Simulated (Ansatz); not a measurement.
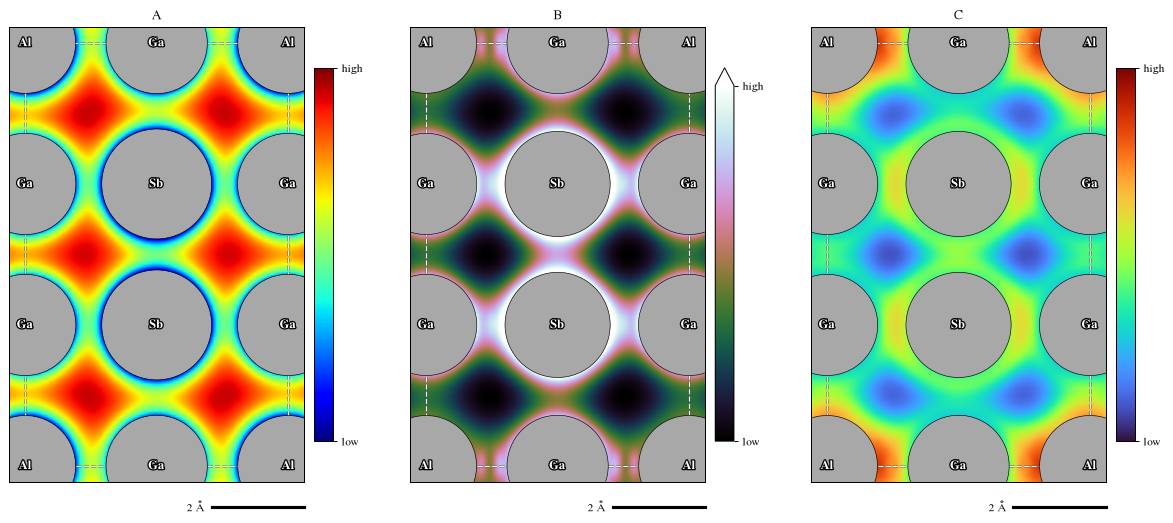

AlGa3Sb2: 3 fields on the (110) plane of the conventional cell, with unlabelled colour scales. Grey discs cover the atomic cores.

Space group P6/mmm; a structure generated by program, which may or may not match a known phase.

Level of theory: Ansatz, DFT PBE, scalar-relativistic, plane waves, PAW.

The panels show electron localisation function, electrostatic potential energy of an electron and valence pseudo-density in some order. Assign them.

Answer. Panel A: electrostatic potential energy of an electron (low next to the atoms, rising into the space between them). Panel B: valence pseudo-density. Panel C: electron localisation function. From the grid: Ga–Sb (2.83 Å): ρ at the midpoint is about 0.31 e/Å³; the ELF reaches about 0.60 near the midpoint. Al–Ga (2.83 Å): ρ at the midpoint is about 0.2 e/Å³; the ELF is about 0.75 at the midpoint.
